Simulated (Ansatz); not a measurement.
Partial pair distribution functions of a relaxed model of amorphous Zr20O41Mg, broadened by 0.06 Å; density 5.24 g/cm³. Calculation: PBE, scalar-relativistic without spin-orbit coupling (plane waves to 420 eV, PAW; Ansatz, a program for electronic structure).

It comes from a melt-quench run on a machine-learned potential (CHGNet), relaxed afterwards by DFT. O atoms were pushed apart under 1.9 Å during the dynamics, to hinder bonds among them. The hot cell started wider than the set density and was brought back towards it in steps. It is the lowest in DFT energy of 2 quenches. It is a model cell: composition and starting density were chosen by hand, and all elements were melted together. No dispersion term was used. Its density started from a set value of 5.24 and ended at 5.24 g/cm³. The simulated quench (nominally 380 K/ps over its main leg) is rapid and tends to freeze in more defects than a deposited or slowly cooled glass has. Values belong to this one cell and scatter from quench to quench. The volume was held where the preparation left it and the shape relaxed, at a PBE pressure of -1.5 GPa (tension). Stress components on the final sampling reach 1.6 GPa.

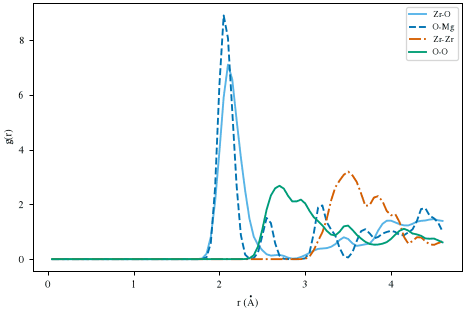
Partial pair distribution functions

Highest peaks under 4.5 Å: Zr-O near 2.10 Å, O-Mg near 2.05 Å, Zr-Zr near 3.50 Å, O-O near 2.70 Å; pairs of few atoms are noisy.

Within 2.82 Å each Zr has 6.30 O neighbours on average.
